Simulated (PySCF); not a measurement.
SMILES CB(C)CB(O)O (C3H10B2O2) at its GFN2-xTB optimised geometry (Å):

```
17

B      0.8547    -0.4934     0.0000
O      2.2030    -0.4934     0.0000
O      0.2175    -1.6988     0.0113
C      0.0693     0.9064     0.0000
B     -0.6553     1.0680     1.3857
C     -2.0551     0.3758     1.6472
C      0.0468     1.8683     2.5501
H      2.5939    -1.3681     0.0096
H     -0.7365    -1.6609     0.0481
H     -0.6404     0.8863    -0.8283
H      0.7891     1.6988    -0.1908
H     -2.5939     0.0888     0.7461
H     -2.7169     1.0027     2.2418
H     -1.8988    -0.5306     2.2340
H      1.1282     1.7527     2.5348
H     -0.1455     2.9337     2.4190
H     -0.3122     1.6072     3.5433
```

Computed with B3LYP/def2-SVP (PySCF 2.14.0). Cells within 0.4 Å of a nucleus heavier than hydrogen are left out (blank, or x).

Map of the log10 of the electron density (e/bohr³), floored at −4 on the plane z = 0.0 Å:

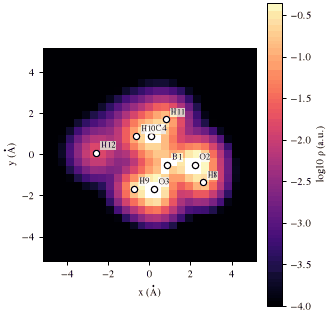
*Log10 of the electron density (e/bohr³), floored at −4 on the plane z = 0.0 Å.*
